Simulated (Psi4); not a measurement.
# One shape, several levels: C8H6BF3Se (SMILES CC#CB1C=CC=C(C(F)(F)F)[Se]1)

Wanted: a comparison of 4 runs (HF/STO-3G, PBE/6-31G, B3LYP/6-31G*, MP2/def2-SVP) of C8H6BF3Se. 

Program for the calculation: Psi4 1.11.

2 further runs of the same task are left out: 2 set aside as unsound or not needed.

**1. The system as given**

C8H6BF3Se has 19 atoms, charge 0, and is taken as a singlet. SMILES: `CC#CB1C=CC=C(C(F)(F)F)[Se]1`. The shape comes from GFN2-xTB, which is rough for such elements, and wasn't checked as a minimum.

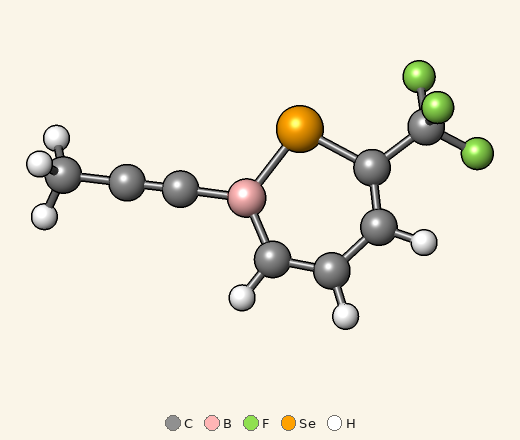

Viewed from a chosen angle; carbon grey, boron pink, fluorine green, selenium orange, hydrogen white.

**2. Energy and forces at HF/STO-3G (run 1)**

c8h6bf3se.inp

```
memory 3300 mb

molecule geom {
  C     -8.86540445     1.02041431     0.01396508
  C     -6.17122191     0.60125416    -0.01012893
  C     -3.91439759     0.25019974    -0.02154288
  B     -1.11886904    -0.22860017    -0.03095371
  C     -0.01713982    -2.88710468    -0.01347375
  C      2.48737091    -3.46513410    -0.00582036
  C      4.48097528    -1.67125489    -0.01814137
  C      4.18685830     0.87668174    -0.05909174
  C      6.48780773     2.52149936     0.00185193
  F      8.41513941     1.58736994    -1.35763594
  F      7.38578669     2.82950582     2.36588042
  F      6.03593642     4.85194741    -0.88879489
  Se     1.13393016     2.63227511    -0.06254993
  H     -9.31786158     2.79273175    -0.93282551
  H     -9.53209983     1.11803756     1.96079872
  H     -9.83447490    -0.52477694    -0.94337018
  H     -1.30842747    -4.47693126    -0.00173855
  H      3.07371513    -5.42583834     0.01309580
  H      6.39241436    -2.40227654    -0.00952422
  units au
  symmetry c1
}

set globals {
  basis STO-3G
  puream true
  e_convergence 1e-09
  d_convergence 1e-08
  scf_type pk
}

e_tot, wfn = gradient('hf', return_wfn=True)
oeprop(wfn, 'WIBERG_LOWDIN_INDICES', 'MAYER_INDICES', 'MULLIKEN_CHARGES', title='HF')
print_variables()
```

Run with:

```console
psi4 -n 1 c8h6bf3se.inp c8h6bf3se.out
```

c8h6bf3se.out:

```text
[...]
  Running in c1 symmetry.
[...]
  Nuclear repulsion = 1080.477693514541897
[...]
  Multiplicity = 1
[...]
  Nalpha       = 60
  Nbeta        = 60
[...]
    Number of basis functions: 84
[...]
   @RHF iter   1: -2994.35552161107398   -8.50248e+00   8.49621e-03 ADIIS/DIIS
[...]
   @RHF iter  14: -2994.75402922941976   -1.81899e-12   5.95087e-09 DIIS
[...]
  @RHF Final Energy: -2994.75402922941976
   => Energetics <=
    Nuclear Repulsion Energy =           1080.4776935145418975
    One-Electron Energy =               -6336.2375479854072182
    Two-Electron Energy =                2261.0058252414455637
    Total Energy =                      -2994.7540292294197570
[...]
  -Total Gradient:
     Atom            X                  Y                   Z
    ------   -----------------  -----------------  -----------------
       1        0.028848193501    -0.004573480938     0.000139066261
       2       -0.114077716745     0.017684548944     0.000295288428
       3        0.083524477789    -0.012437474733    -0.000330087301
       4       -0.009993779808    -0.002444852141    -0.000105067925
       5       -0.019091729976     0.005665385357    -0.000103691136
       6        0.045985562563     0.011156046368    -0.000148122909
       7       -0.018487144031    -0.052189482636     0.001550734235
       8        0.031830535222     0.050920280341    -0.000753525436
       9       -0.015036757966    -0.010199067930    -0.001830472300
      10       -0.030441644572     0.023412740045     0.026419379568
      11       -0.009877125461    -0.000982372334    -0.042785945282
      12        0.013312482989    -0.039943882765     0.017482118326
[...]
```

Run time: 9.9 s. Hardware: 1 thread of Intel Xeon Platinum 8559C (Emerald Rapids), shared host; peak memory 0.29 GiB.

**3. The energy at PBE/6-31G (run 2)**

c8h6bf3se.dat

```
memory 3.3 GB

molecule m {
  0 1
  C     -4.691370     0.539980     0.007390
  C     -3.265670     0.318170    -0.005360
  C     -2.071410     0.132400    -0.011400
  B     -0.592080    -0.120970    -0.016380
  C     -0.009070    -1.527790    -0.007130
  C      1.316260    -1.833670    -0.003080
  C      2.371230    -0.884390    -0.009600
  C      2.215590     0.463920    -0.031270
  C      3.433200     1.334320     0.000980
  F      4.453100     0.840000    -0.718430
  F      3.908390     1.497310     1.251970
  F      3.194080     2.567540    -0.470330
  Se     0.600050     1.392940    -0.033100
  H     -4.930800     1.477850    -0.493630
  H     -5.044170     0.591640     1.037610
  H     -5.204180    -0.277700    -0.499210
  H     -0.692390    -2.369090    -0.000920
  H      1.626540    -2.871230     0.006930
  H      3.382720    -1.271230    -0.005040
  symmetry c1
  no_reorient
  no_com
}

set {
  basis 6-31G
  puream true
  e_convergence 1e-09
  d_convergence 1e-08
  scf_type pk
  dft_radial_points 99
  dft_spherical_points 590
}

energy_value, wavefunction = energy('pbe', return_wfn=True)
oeprop(wavefunction, 'QUADRUPOLE', 'MAYER_INDICES', 'LOWDIN_CHARGES')
print_variables()
```

Run with:

```console
psi4 -i c8h6bf3se.dat -o c8h6bf3se.out -n 1
```

c8h6bf3se.out:

```text
[...]
  Running in c1 symmetry.
[...]
  Nuclear repulsion = 1080.477693257211286
[...]
  Multiplicity = 1
[...]
  Nalpha       = 60
  Nbeta        = 60
[...]
    Number of basis functions: 147
[...]
   @RKS iter   1: -3031.62815985541556   -1.43748e+00   1.55733e-02 DIIS/ADIIS
[...]
   @RKS iter  17: -3032.78788162149749   -1.36424e-12   2.55507e-09 DIIS
[...]
  @RKS Final Energy: -3032.78788162149749
   => Energetics <=
    Nuclear Repulsion Energy =           1080.4776932572112855
    One-Electron Energy =               -6360.3660940648060205
    Two-Electron Energy =                2414.4166539503962667
    DFT Exchange-Correlation Energy =    -167.3161347642989654
    Empirical Dispersion Energy =           0.0000000000000000
    VV10 Nonlocal Energy =                  0.0000000000000000
    Total Energy =                      -3032.7878816214974904
[...]
 Multipole Moments:
 ------------------------------------------------------------------------------------
     Multipole            Electronic (a.u.)      Nuclear  (a.u.)        Total (a.u.)
 ------------------------------------------------------------------------------------
 L = 1.  Multiply by 2.5417464519 to convert [e a0] to [Debye]
 Dipole X            :       -202.1362016          201.0133994           -1.1228022
 Dipole Y            :       -147.1822643          146.3340417           -0.8482226
 Dipole Z            :          1.7807183           -1.7942761           -0.0135578
 Magnitude           :                                                    1.4072492
 L = 2.  Multiply by 1.3450342976 to convert [e a0^2] to [Debye ang]
 Quadrupole XX       :      -3197.4543996         3139.9105799          -57.5438197
 Quadrupole XY       :       -564.7718980          558.3560949           -6.4158031
[...]
```

Wall time 62 s (1 thread of Intel Xeon Platinum 8559C (Emerald Rapids), shared host); peak memory 1.4 GiB.

Run 3 isn't shown in full; the table further down has it.

**4. A single-point energy at MP2/def2-SVP (density fitting, density fitting for correlation) (run 4)**

job.json

```json
{
 "schema_name": "qcschema_input",
 "schema_version": 1,
 "molecule": {
  "schema_name": "qcschema_molecule",
  "schema_version": 2,
  "symbols": ["C", "C", "C", "B", "C", "C", "C", "C", "C", "F", "F", "F", "Se", "H", "H", "H", "H", "H", "H"],
  "geometry": [-8.86540445, 1.02041431, 0.01396508, -6.17122191, 0.60125416, -0.01012893, -3.91439759, 0.25019974, -0.02154288, -1.11886904, -0.22860017, -0.03095371, -0.01713982, -2.88710468, -0.01347375, 2.48737091, -3.4651341, -0.00582036, 4.48097528, -1.67125489, -0.01814137, 4.1868583, 0.87668174, -0.05909174, 6.48780773, 2.52149936, 0.00185193, 8.41513941, 1.58736994, -1.35763594, 7.38578669, 2.82950582, 2.36588042, 6.03593642, 4.85194741, -0.88879489, 1.13393016, 2.63227511, -0.06254993, -9.31786158, 2.79273175, -0.93282551, -9.53209983, 1.11803756, 1.96079872, -9.8344749, -0.52477694, -0.94337018, -1.30842747, -4.47693126, -0.00173855, 3.07371513, -5.42583834, 0.0130958, 6.39241436, -2.40227654, -0.00952422],
  "molecular_charge": 0,
  "molecular_multiplicity": 1,
  "fix_symmetry": "c1"
 },
 "driver": "energy",
 "model": {
  "method": "mp2",
  "basis": "def2-SVP"
 },
 "keywords": {
  "puream": true,
  "e_convergence": 1e-09,
  "d_convergence": 1e-08,
  "scf_type": "df",
  "num_frozen_docc": 21
 }
}
```

Run with:

```console
psi4 --qcschema job.json -n 1 --memory 3300MB
```

stdout:

```text
[...]
  Running in c1 symmetry.
[...]
  Nuclear repulsion = 1080.477693514541897
[...]
  Multiplicity = 1
[...]
  Nalpha       = 60
  Nbeta        = 60
[...]
    Number of basis functions: 230
[...]
   @DF-RHF iter   1: -3027.79516002930359   -3.19463e+00   7.28005e-03 DIIS/ADIIS
[...]
   @DF-RHF iter  16: -3028.48121625992371   -1.50067e-11   5.02993e-09 DIIS
[...]
  @DF-RHF Final Energy: -3028.48121625992371
   => Energetics <=
    Nuclear Repulsion Energy =           1080.4776935145418975
    One-Electron Energy =               -6358.4004793232788870
    Two-Electron Energy =                2249.4415695488132769
    Total Energy =                      -3028.4812162599237126
[...]
 Multipole Moments:
 ------------------------------------------------------------------------------------
     Multipole            Electronic (a.u.)      Nuclear  (a.u.)        Total (a.u.)
 ------------------------------------------------------------------------------------
 L = 1.  Multiply by 2.5417464519 to convert [e a0] to [Debye]
 Dipole X            :         16.9352399          -18.1721685           -1.2369286
 Dipole Y            :         16.7745187          -17.8029144           -1.0283957
 Dipole Z            :         -0.3066838            0.2851929           -0.0214909
 Magnitude           :                                                    1.6087424
[...]
```

The result, in JSON:

```text
{
 "driver": "energy",
 "model": {
  "method": "mp2",
  "basis": "def2-SVP"
 },
 "success": true,
 "return_result": -3030.373577781035,
 "properties": {
  "calcinfo_nbasis": 230,
  "calcinfo_nmo": 230,
  "calcinfo_nalpha": 60,
  "calcinfo_nbeta": 60,
  "calcinfo_natom": 19,
  "nuclear_repulsion_energy": 1080.477693514542,
  "return_energy": -3030.373577781035,
  "scf_one_electron_energy": -6358.400479323279,
  "scf_two_electron_energy": 2249.4415695488133,
  "scf_dipole_moment": [-1.236928638995174, -1.028395707825112, -0.021490902576645987],
  "scf_total_energy": -3028.4812162599237,
  "scf_iterations": 16,
  "mp2_same_spin_correlation_energy": -0.52126416593479,
  "mp2_opposite_spin_correlation_energy": -1.371097355176202,
  "mp2_singles_energy": -2.1645047571590728e-26,
  "mp2_doubles_energy": -1.8923615211109919,
  "mp2_correlation_energy": -1.8923615211109919,
  "mp2_total_energy": -3030.373577781035
 }
}
```

It took 14 s on 1 thread of Intel Xeon Platinum 8559C (Emerald Rapids), shared host; peak memory 0.8 GiB.

**5. Overview of the runs**

| run | level | task | integration grid | energy (Eh) | dipole moment (D) | HOMO energy (eV) | LUMO energy (eV) | wall time |
| --- | --- | --- | --- | --- | --- | --- | --- | --- |
| 1 | HF/STO-3G | gradient | – | -2994.754029 | 2.52 | -6.98 | 4.18 | 9.9 s |
| 2 | PBE/6-31G | energy | 99 radial × 590 angular | -3032.787882 | 3.58 | -5.84 | -2.82 | 62 s |
| 3 | B3LYP/6-31G* (density fitting with def2-universal-jkfit, spherical functions) | gradient | 99 radial × 590 angular | -3034.095838 | 3.12 | -6.46 | -2.14 | 75 s |
| 4 | MP2/def2-SVP (density fitting, density fitting for correlation) | energy | – | -3030.373578 | – | -8.96 | 0.96 | 14 s |

**6. What came out**

| quantity | value |
| --- | --- |
| run 4: total energy | -3030.37358 Eh |
| run 4: HOMO energy (Hartree–Fock orbitals) | -8.96 eV |
| run 4: LUMO energy (Hartree–Fock orbitals) | 0.96 eV |
| run 4: HOMO–LUMO gap (Hartree–Fock orbitals) | 9.92 eV |
| run 4: correlation energy (21 core orbitals frozen) | -1892.4 mEh |

In words: Over runs 1, 2, 3 the dipole moment (its size) runs from 2.52 D (HF/STO-3G) to 3.58 D (PBE/6-31G). The two ends differ in method and basis. Over runs 1, 2, 3 the HOMO–LUMO gap runs from 3.02 eV (PBE/6-31G) to 11.16 eV (HF/STO-3G). Totals of different functionals can't be ranked against each other. In run 1 the basis is minimal, so the values are rough. All runs together took 2.7 min, the longest 75 s.
